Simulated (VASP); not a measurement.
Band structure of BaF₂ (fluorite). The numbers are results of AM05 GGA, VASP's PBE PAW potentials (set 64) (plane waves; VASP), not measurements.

Unless said otherwise, spin-orbit coupling is left out, though it shifts the bands of the heavy elements here.

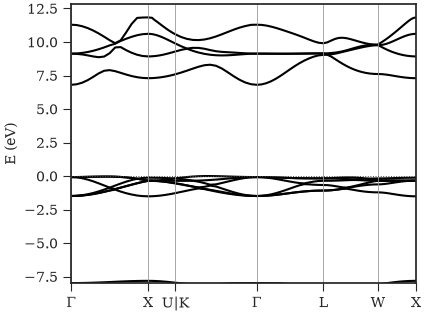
Fig. 1. Bands along high-symmetry lines, zero at the valence-band maximum or, without a gap, the Fermi level

### Question
Read the plot: is there a gap, and where are the band edges?

### Answer
The gap is indirect, 6.81 eV, from the valence maximum at K-Γ at 0.43 to the conduction minimum at Γ. (Edges off the drawn lines would not show.)

Measured: gap 10.50 eV (computed value off by -3.69 eV), as given by Andrés Aguado et al., Journal of the Physical Society of Japan (1999), arXiv:cond-mat/9901145.

The compound is BaF2 in the fluorite structure. It was relaxed first.
